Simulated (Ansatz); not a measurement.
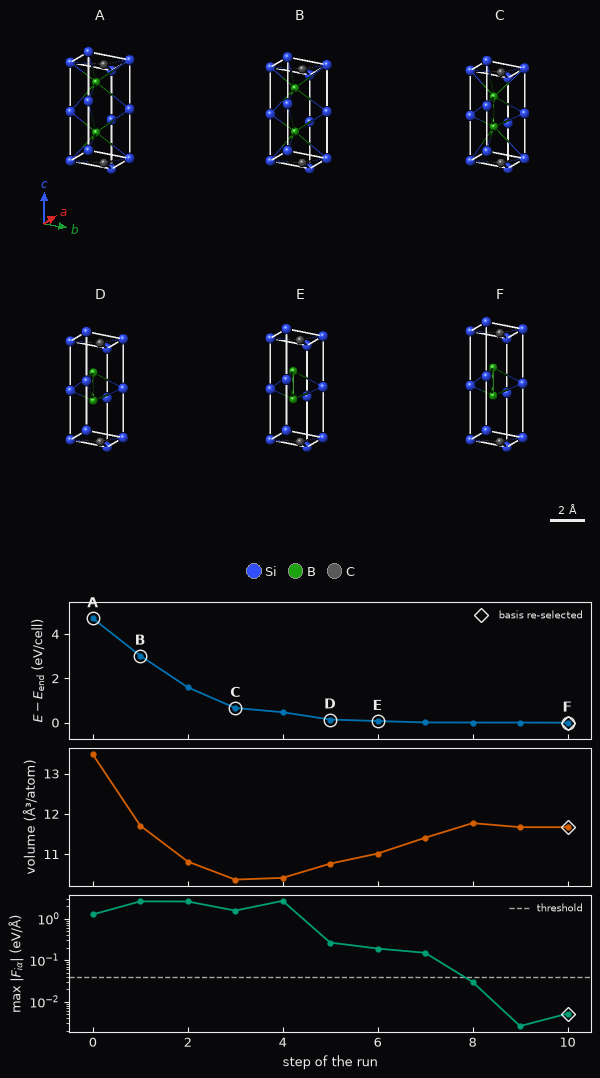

Frames of a relaxation of solid Si2B2C (a generated structure, set up in P-6m2) (coarse preliminary run), marked on the history of the run. A ball-and-stick model of the cell of the calculation, seen from a free direction.

Level of theory: DFT PBE, scalar-relativistic, plane waves, PAW in Ansatz 0.2.0.

The input:
```yaml
crystal:
  lattice:
    - [3.61327207, 0.0, 0.0]
    - [-1.80663604, 3.12918541, 0.0]
    - [0.0, 0.0, 5.96032587]
  atoms:
    - { symbol: Si, position: [0.0, 0.0, 0.5] }
    - { symbol: Si, position: [0.0, 0.0, 0.0] }
    - { symbol: B, position: [0.66666667, 0.33333333, 0.2437968] }
    - { symbol: B, position: [0.66666667, 0.33333333, 0.7562032] }
    - { symbol: C, position: [0.33333333, 0.66666667, 0.0] }
basis:
  ecutwfc: 420
kpoints:
  mp_grid: { grid: [6, 6, 4] }
hamiltonian:
  xc: pbe
scf:
  occupations: { method: gaussian, width: 0.1 }
  lower_state_search: "off"
output:
  forces: true
  stress: true
  eigenvalues: true
relax:
  adjacent_minimum: "off"
  f_tol: 0.04
  max_steps: 70
  cell: { stress_tol: 0.4 }
```

Command:
```bash
ansatz run input.yaml --threads 1 --pin off --max-ram 2560MiB --backend cpu --events-out ev --progress --plain --runs-dir out
```

Describe the path.

Answer. After 9 accepted moves (10 points after the start) the energy has fallen by 4.706 eV per cell of the calculation. The largest force component goes from 1.3 to 0.0052 eV/Å. The pressure goes from −22.71 to 0.14 GPa. At 1 point the geometry stayed and the basis and grid were re-selected for the new cell (energy shift of 4.1 meV per cell of the calculation at most each time). The largest moves relative to the cell, 0.84 Å, are those of B3 and B4. B3 goes along +c. C and Si stay in place. The drawn cell changes as follows: a = b 3.613 → 3.201 Å (−11.4 %), c 5.960 → 6.577 Å (+10.4 %); the volume changes by −13.4 %. Near-neighbour distances that change, for instance: B3–B4 3.054 → 1.694 Å, Si1–B3 2.585 → 2.033 Å, Si2–B3 2.542 → 3.062 Å, Si1–Si2 2.980 → 3.289 Å. New bonds form: B3–B4 (3.05 → 1.69 Å). The space group stays P-6m2 (No. 187). The run took 31 s on 1 thread of Arm Neoverse V1, with other jobs on the host, peak memory 0.34 GiB. From step 0 to 1: B atoms move most (0.14 Å), volume −13.1 %, energy −1.685 eV per cell of the calculation. From step 1 to 3: B atoms move most (0.36 Å), volume −11.4 %, energy −2.357 eV per cell of the calculation. From step 3 to 5: B atoms move most (0.14 Å), volume +3.8 %, energy −0.523 eV per cell of the calculation. From step 5 to 6: B atoms move most (0.03 Å), volume +2.3 %, energy −66.9 meV per cell of the calculation. From step 6 to 10: B atoms move most (0.06 Å), volume +5.9 %, energy −74.2 meV per cell of the calculation.

```json
{"step": "0", "E − E(0), meV/atom": "0.00", "largest force component, eV/Å": "1.2643", "pressure, GPa": "-22.71", "volume, Å³/atom": "13.478", "note": ""}
{"step": "1", "E − E(0), meV/atom": "-337.06", "largest force component, eV/Å": "2.6088", "pressure, GPa": "-18.50", "volume, Å³/atom": "11.711", "note": ""}
{"step": "2", "E − E(0), meV/atom": "-621.90", "largest force component, eV/Å": "2.5963", "pressure, GPa": "-11.28", "volume, Å³/atom": "10.819", "note": ""}
{"step": "3", "E − E(0), meV/atom": "-808.38", "largest force component, eV/Å": "1.5640", "pressure, GPa": "-2.50", "volume, Å³/atom": "10.371", "note": ""}
{"step": "4", "E − E(0), meV/atom": "-846.70", "largest force component, eV/Å": "2.6853", "pressure, GPa": "8.72", "volume, Å³/atom": "10.414", "note": ""}
{"step": "5", "E − E(0), meV/atom": "-912.93", "largest force component, eV/Å": "0.2660", "pressure, GPa": "1.88", "volume, Å³/atom": "10.767", "note": ""}
{"step": "6", "E − E(0), meV/atom": "-926.31", "largest force component, eV/Å": "0.1910", "pressure, GPa": "1.29", "volume, Å³/atom": "11.017", "note": ""}
{"step": "7", "E − E(0), meV/atom": "-939.05", "largest force component, eV/Å": "0.1507", "pressure, GPa": "1.63", "volume, Å³/atom": "11.409", "note": ""}
{"step": "8", "E − E(0), meV/atom": "-940.00", "largest force component, eV/Å": "0.0300", "pressure, GPa": "-0.82", "volume, Å³/atom": "11.772", "note": ""}
{"step": "9", "E − E(0), meV/atom": "-940.32", "largest force component, eV/Å": "0.0026", "pressure, GPa": "0.06", "volume, Å³/atom": "11.672", "note": ""}
{"step": "10", "E − E(0), meV/atom": "-941.15", "largest force component, eV/Å": "0.0052", "pressure, GPa": "0.14", "volume, Å³/atom": "11.672", "note": "same geometry, new basis"}
```
